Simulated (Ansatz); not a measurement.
# Lattice dynamics of ScAl (Pm-3m), part 2 of 2

Aim: the vibrations of ScAl (Pm-3m), their spectra, and whether the structure is stable.

Ansatz 0.2.0; DFT PBEsol, scalar-relativistic, plane waves, PAW; PAW set soft_1.

So far. Step 3 (Tight relaxation): The forces vanish by symmetry and the pressure is -0.006 GPa, within the tolerances set. The cell now holds 18.70 Å³/atom. Step 4 (Linear response at the zone centre): Before it was imposed, the acoustic sum rule was missed by 1.7e-5 eV/Å². Small misses are needed for a sound result but don't prove that mesh and cutoff are converged. The lowest optical mode is real, 290 cm⁻¹. The relaxed cell has a = 3.344 Å (conventional setting).

## 5. Phonons on a q mesh

Stability and thermal properties need the whole zone. Linear response on a 4×4×4 q mesh gives force constants as far as a supercell of that size would.

Contents of input.yaml:

```yaml
crystal:
  lattice:
    - [3.3444484184, 0.0, 0.0]
    - [0.0, 3.3444484184, 0.0]
    - [0.0, 0.0, 3.3444484184]
  atoms:
    - { symbol: Sc, position: [0.5, 0.5, 0.5] }
    - { symbol: Al, position: [0.0, 0.0, 0.0] }
kpoints:
  mp_grid: { grid: [12, 12, 12] }
hamiltonian:
  xc: pbesol
  pseudopotentials: { kind: paw, azcp: { folder: soft_1 }, xc_functional: pbe }
scf:
  occupations: { method: methfessel_paxton, width: 0.2 }
output:
  eigenvalues: true
phonons:
  method: dfpt
  qmesh: [4, 4, 4]
  temperatures: { t_max: 1000, t_step: 50 }
  qpath:
    path:
      - [[0.0, 0.0, 0.0], [0.0, 0.5, 0.0], [0.5, 0.5, 0.0], [0.0, 0.0, 0.0], [0.5, 0.5, 0.5], [0.0, 0.5, 0.0]]
      - [[0.5, 0.5, 0.5], [0.5, 0.5, 0.0]]
    npoints: 10
```

Run with:

```
$ ansatz run input.yaml --threads 4 --pin off --max-ram 10240MiB --backend cpu --events-out ev --progress --plain --runs-dir out
```

Numbers of over 12 decimals in the logs are rounded to 6 here.

The program printed:

```text
[...]
Crystal: 2 atoms, lattice volume = 37.409 Å³
Basis set: ecut = 420 eV, 739 PW (Γ), exchange–correlation on 48×48×48 points (8 copies of the dense FFT grid, shifted against one another)
Bands: 11, of which v1, the nominal top of the filled ones, is band 7 counted from 1 (6 counted from 0)
Symmetry: 48 space group operations
k-points: 84 of 1728
[...]
SCF iter   1: F=—  HF=-2636.965036 eV  |F-HF|=—  |Δ(HF+E_count)|=         —  Δρ=2.39e-2  dr2=2.42e-1  ethr=3.10e-3  ⟨swp⟩=5.0  Hψ=4838  notcnv=0
[...]
SCF iter   8: F=-2636.852402 eV  HF=-2636.852402 eV  |F-HF|=4.55e-13  |Δ(HF+E_count)|=  3.71e-10  S|Δr|=    0.00e0  Δρ=8.81e-8  dr2=1.29e-12  ethr=1.00e-12  ⟨swp⟩=3.1  Hψ=3900  notcnv=0
[...]
SCF 1 converged in 8 iterations: F = -2636.852402 eV  dr2 = 1.29e-12
[...]
SCF iter   1: F=—  HF=-2636.852402 eV  |F-HF|=—  |Δ(HF+E_count)|=         —  Δρ=7.51e-8  dr2=9.53e-13  ethr=1.69e-9  ⟨swp⟩=3.1  Hψ=8016  notcnv=0
eigensolver tolerance schedule: the retry pair's looser diagonalisation over-reported the residual by 247880.53 of it (diagonalisation noise at 0.16 of the residual, at the tolerance the schedule requests for it); recorded, not acted on — ethr = c·dr2/N_el stays at c = 1.0e-1
[...]
SCF iter   2: F=-2636.852402 eV  HF=-2636.852402 eV  |F-HF|=4.55e-13  |Δ(HF+E_count)|=   2.20e-8  S|Δr|=    0.00e0  Δρ=6.09e-8  dr2=8.54e-13  ethr=1.00e-12  ⟨swp⟩=3.6  Hψ=2727  notcnv=0
SCF 2 converged in 2 iterations: F = -2636.852402 eV  dr2 = 8.54e-13
phonons: the bands overlap, so this run is a metal and interpolates without the dipole-dipole term. If the crystal is really an insulator or semiconductor, its LO-TO splitting is missing
NSCF: frozen V_eff on 84 k-points
[...]
DFPT response loops at q = (0, 0, 0) (fractional): preconditioner auto → Kerker (q_TF=auto, 2.316 Å⁻¹) (partly filled bands, converged f_vac=0.000); β = 1.00, the filter's whole step (`scf.mixing.beta` (0.50) is not read by the response loops under this deck's `scf.mixing.preconditioner`; to damp them name `kerker` or `kerker_dos`, under which they read `scf.mixing.beta`, and type it under 1.00, their step now; both keys bind the ground state too); Broyden in place of MSR1
[...]
SCF converged after 8 iterations
[...]
Free energy (F): -2636.852402 eV
[...]
Internal energy: -2636.853201 eV  (E = F + TS)
E sigma→0 (E₀):  -2636.852602 eV
Entropy (-TS):   0.000799 eV (0.400 meV/atom)
Fermi energy:    9.699616 eV
[...]
--- Band table (eV; the first three rows and the last of 84) ---
  k-point 0: bands = [... 3 lower, -18.1278, 1.1720, 8.9992, 8.9992, 12.4888, 12.4888, 12.4888, 13.5302]
  k-point 1: bands = [... 3 lower, -18.1266, 1.2733, 8.9020, 9.0511, 12.1542, 12.1542, 12.5042, 13.2476]
  k-point 2: bands = [... 3 lower, -18.1234, 1.5728, 8.5230, 9.1996, 11.6286, 11.6286, 12.5469, 12.8386]
  k-point 83: bands = [... 3 lower, -18.2706, 7.1097, 7.1097, 7.1097, 9.3583, 12.6677, 12.6677, 12.6677]
--- Phonons (Γ-DFPT): 2 representative perturbations + reference (Σ response iterations 6) ---
  ASR residual: 1.626e-5 → 0.000e0 eV/Å²; symmetrization residual: 2.402e-6 eV/Å²
  ASR residual per site (eV/Å²): 1.48e-5 1.63e-5
  Γ frequencies (cm⁻¹): 0.00 0.00 0.00 290.50 290.50 290.50
--- Phonons (arbitrary-q DFPT): 10 irreducible q on the 4×4×4 mesh ---
  q = [0.0000, 0.0000, 0.0000] (star 1, of the zone-centre solve; hermiticity 9.18e-7, symmetrization 1.45e-12): 0.00 0.00 0.00 290.50 290.50 290.50
  q = [0.0000, 0.0000, 0.2500] (star 6, 4 solved perturbations in 1848 linear systems a pass and spin channel, the states on 588 of 1728 k-point pairs; hermiticity 5.76e-7, symmetrization 1.25e-12): 127.94 127.94 132.09 275.13 275.13 286.45
[...]
q = [0.0000, 0.2500, -0.5000] (star 12, 6 solved perturbations on 588 of 1728 k-point pairs; hermiticity 2.87e-7, symmetrization 1.04e-10): 109.34 149.79 177.24 255.37 310.94 317.16
[...]
sum rule: each row above includes the acoustic sum rule's correction from the zone centre's row sums; it moved no ω² by more than (0.40 cm⁻¹)²
  mesh force constants: q→R imaginary residual 3.75e-18; ASR residual 1.626e-5 → 0.000e0 eV/Å²; symmetrization residual 2.665e-15 eV/Å²
  interpolated dispersion: 62 rows × 6 modes
  density of states and harmonic sums: on the 20×20×20 q-mesh, interpolated from the force constants of a 4×4×4 supercell (no non-analytic term)
  largest difference from the sums on the solved wave vectors: F 9.14e-3 eV, S 1.31e-5 and C_V 4.01e-6 eV/K
  zero-point energy: 0.081521 eV/cell   skipped modes (ω ≤ 0): 3   left out of the sums: 6.25e-5 of the cell's modes: C_V's classical limit lies that fraction below 3 k_B per atom; for a crystal, a wire or a layer, F and S can be off by more, and a phonons.interpolated_qmesh denser along its periods is the remedy for the sampling
```

Wall time 2.4 min (4 threads of Arm Neoverse V2, shared host); peak memory 1.2 GiB; 9.3 min of CPU time.

Numbers from this step:

```yaml
sum_rule_residual_before_enforcement: 1.63e-5 eV/Å²
lowest_frequency_on_the_path: 0 cm⁻¹
highest_frequency_on_the_path_or_at_a_solved_wavevector: 347.8 cm⁻¹
mean_frequency: 219.2 cm⁻¹
debye_temperature_second_moment: 434 K
logarithmic_mean_frequency: 200.6 cm⁻¹
lowest_mode_on_the_q_mesh_acoustic_modes_at_gamma_apart: 54.23 cm⁻¹
zero_point_energy_per_atom: 40.76 meV
heat_capacity_at_300_k: 22.54 J/(mol atoms K)
vibrational_entropy_at_300_k: 27.16 J/(mol atoms K)
```

Frequencies (cm⁻¹) solved at each irreducible wavevector; negative means imaginary. Frequencies by wavevector, by row:

```
q in reciprocal lattice units  star  mode 1  mode 2  mode 3  mode 4  mode 5  mode 6
                        0 0 0     1       0       0       0   290.5   290.5   290.5
                     0 0 0.25     6   127.9   127.9   132.1   275.1   275.1   286.4
                     0 0 -0.5     3   182.7   182.7   242.3   245.9   247.1   247.1
                  0 0.25 0.25    12    54.2   157.2   206.2   252.2   264.5   318.1
                  0 0.25 -0.5    12   109.3   149.8   177.2   255.4   310.9   317.2
                  0 -0.5 -0.5     3    59.1    59.1   169.7   264.9   347.8   347.8
               0.25 0.25 0.25     8   135.8   135.8   171.2     294   297.8   297.8
               0.25 0.25 -0.5    12     104   157.3   211.1   250.7   315.3   327.5
               0.25 -0.5 -0.5     6   142.6   142.6   211.9   272.6   326.6   326.6
               -0.5 -0.5 -0.5     1   233.3   233.3   233.3     280     280     280
```

Interpolated from a 4×4×4 q mesh. The phonon branches at the labelled points (cm⁻¹):

```
    point  branch 1  branch 2  branch 3  branch 4  branch 5  branch 6
        Γ         0         0         0       290       290       290
        X       183       183       242       246       247       247
        M        59        59       170       265       348       348
        Γ         0         0         0       290       290       290
        R       233       233       233       280       280       280
        X       183       183       242       246       247       247
jump to R       233       233       233       280       280       280
        M        59        59       170       265       348       348
```

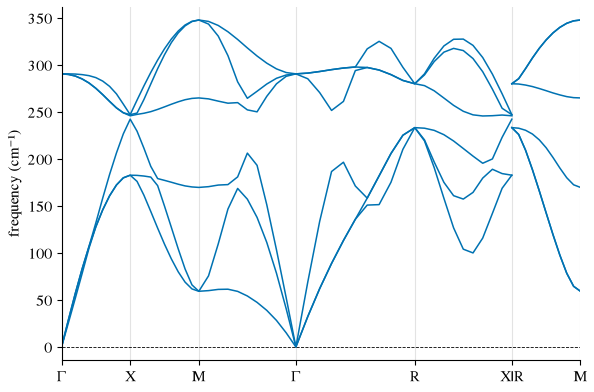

Phonon branches along the path.

The phonon density of states has structure finer than the step of the table below, so its rows give means over 20 cm⁻¹, whole bins alone (the curve runs from 2.5 to 348 cm⁻¹). Peaks (cm⁻¹: height): 102.5: 0.0221, 157.5: 0.0266, 182.5: 0.0325, 262.5: 0.0512, 322.5: 0.0400.

Tetrahedra on a 20×20×20 mesh, mean over bins of 5 cm-1. Interpolated from a 4×4×4 q mesh. Phonon density of states against wavenumber; means over each step:

```
wavenumber (cm⁻¹)  phonon density of states (1/cm⁻¹/cell)
               20                                  2.0e-4
               40                                 0.00125
               60                                 0.00576
               80                                  0.0125
              100                                  0.0186
              120                                  0.0148
              140                                  0.0173
              160                                  0.0231
              180                                  0.0281
              200                                  0.0216
              220                                 0.00641
              240                                 0.00681
              260                                  0.0420
              280                                  0.0251
              300                                  0.0259
              320                                  0.0373
```

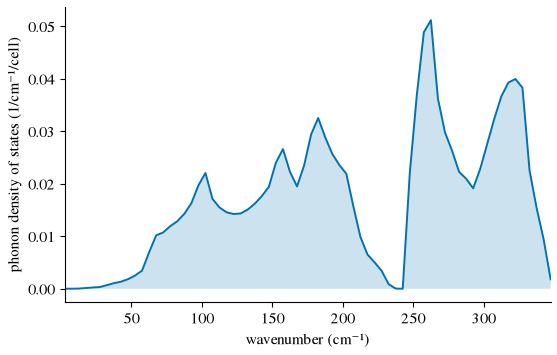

Phonon density of states, plotted against wavenumber.

The partial phonon density of states has structure finer than the step of the table below, so its rows give means over 20 cm⁻¹, whole bins alone (the curve runs from -10 to 368 cm⁻¹). Peaks (cm⁻¹: height): Al 99.3: 0.0104, 260.8: 0.0476, 320.2: 0.023; Sc 99.3: 0.0142, 161.0: 0.0188, 177.6: 0.0283, 199.0: 0.0209, 320.2: 0.0178.

Phonopy on the run's constants, 17x17x17 mesh, Gaussian sigma 2.7 cm-1. Interpolated from a 4×4×4 q mesh. The partial phonon density of states by wavenumber; means over each step; values in 1/cm⁻¹/cell:

```
wavenumber (cm⁻¹)       Al       Sc
                0   1.2e-5   2.0e-5
               20   7.3e-5   1.2e-4
               40   6.0e-4   9.4e-4
               60  0.00275  0.00342
               80  0.00564  0.00684
              100  0.00800   0.0107
              120  0.00571  0.00837
              140  0.00653   0.0106
              160  0.00744   0.0156
              180  0.00508   0.0236
              200  0.00321   0.0173
              220   8.1e-4  0.00609
              240  0.00688   6.8e-4
              260   0.0365  0.00504
              280   0.0173  0.00751
              300   0.0154   0.0105
              320   0.0210   0.0162
              340  0.00701  0.00636
```

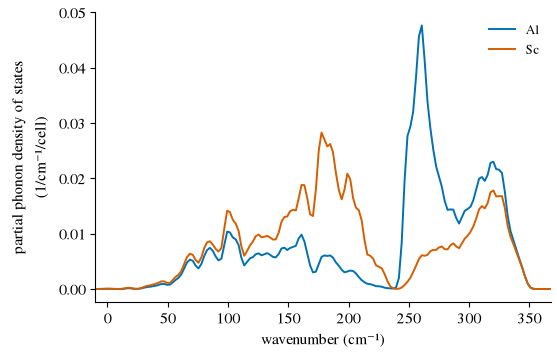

Partial phonon density of states against wavenumber.

Second derivatives of the energy by pair, one row for each kind of neighbour of each atom listed. Each entry sums the pair over the periodic images of the supercell that the q mesh stands for, and in a polar crystal it holds the long-range dipole part too. Force constants by pair, by row:

```
atom  neighbour  distance (Å)  third of the trace (eV/Å²)  along the pair's line (eV/Å²)
 Sc1     itself             0                       7.675                              –
 Sc1         Al         2.896                      -0.648                         -2.516
 Sc1         Sc         3.344                     -0.3319                         -1.107
 Sc1         Sc          4.73                     -0.0345                        -0.0109
 Sc1         Al         5.546                     -0.0032                         0.0355
 Sc1         Sc         5.793                       0.008                         0.0561
 Sc1         Sc         6.689                     -0.0271                        -0.0124
 Sc1         Al         7.289                     2.00e-4                         0.0036
 Sc1         Sc         7.478                      0.0075                         0.0429
 Al2     itself             0                       6.244                              –
 Al2         Sc         2.896                      -0.648                         -2.516
 Al2         Al         3.344                      -0.174                        -0.0782
 Al2         Al          4.73                      0.0188                        -0.0662
 Al2         Sc         5.546                     -0.0032                         0.0355
 Al2         Al         5.793                     -0.0183                         0.0114
 Al2         Al         6.689                      0.0098                        -0.0206
 Al2         Sc         7.289                     2.00e-4                         0.0036
 Al2         Al         7.478                     -0.0079                        -0.0041
```

Harmonic thermodynamic functions per atom, from the density of states. Interpolated from a 4×4×4 q mesh. Thermodynamic functions, by row:

```
T (K)  F_vib (meV/atom)  S (J/mol-atom/K)  C_V (J/mol-atom/K)
    0             40.76                 0                   0
   50             40.52             1.704               4.139
  100             38.32             7.102               12.11
  200             24.87             18.48               20.04
  300                 1             27.16               22.54
  400            -30.73              33.8               23.54
  500            -68.61             39.11               24.03
  600            -111.5             43.52                24.3
  700            -158.6             47.28               24.47
  800            -209.3             50.55               24.58
  900            -263.3             53.45               24.65
 1000              -320             56.06               24.71
```

Harmonic mean-square displacement, third of the trace. Interpolated from a 4×4×4 q mesh. Mean square displacements, by row:

```
T (K)  Sc1 U_eq (Å²)  Al2 U_eq (Å²)
    0        0.00229         0.0032
  100        0.00335        0.00444
  300        0.00798        0.01003
  600        0.01552        0.01932
```

Symmetry leaves 10 wavevectors to solve. The lowest mode among them, the acoustic zeros apart, lies at q = (0, 0.25, 0.25) and is real, 54.2 cm⁻¹.

## 6. Outcome

| Property | Result |
| --- | --- |
| space group after relaxation (within 0.01 Å) | Pm-3m |
| volume per atom | 18.7 Å³ |
| electronic character | no gap on this mesh |
| highest optical mode at the zone centre (no LO-TO term) | 290 cm⁻¹ |
| lowest optical zone-centre mode | 290 cm⁻¹ |
| lowest mode on the q mesh (acoustic modes at Γ apart) | 54.2 cm⁻¹ |
| highest frequency on the path or at a solved wavevector | 348 cm⁻¹ |
| zero-point energy per atom | 40.8 meV |
| heat capacity at 300 K | 22.5 J/(mol atoms K) |
| vibrational entropy at 300 K | 27.2 J/(mol atoms K) |
| Debye temperature (second moment) | 434 K |
| imaginary modes on the 4×4×4 q mesh | none |

In words: The structure is a minimum as far as tested: no mode is imaginary at the 10 irreducible wavevectors of the 4×4×4 mesh, and the softest away from the acoustic zeros lies at 54 cm⁻¹. The optical modes at Γ form one degenerate level at 290 cm⁻¹. With no gap, or one that is small against the smearing, the frequencies hang on the k mesh and the smearing, most of all near Kohn anomalies. The PAW files were made for PBE and serve the other functionals too. These are harmonic frequencies at zero temperature: anharmonic shifts, linewidths and thermal expansion are left out.

[Logs are printed without paths, hosts, clocks, repeated set-up lines and the standing remarks that a program may print on its own settings, such as how far it seeks lower states.]

[Hosts, paths, dates, database ids (printed as entryN), source tags and the programs' standing remarks are cut or masked in the printed files.]
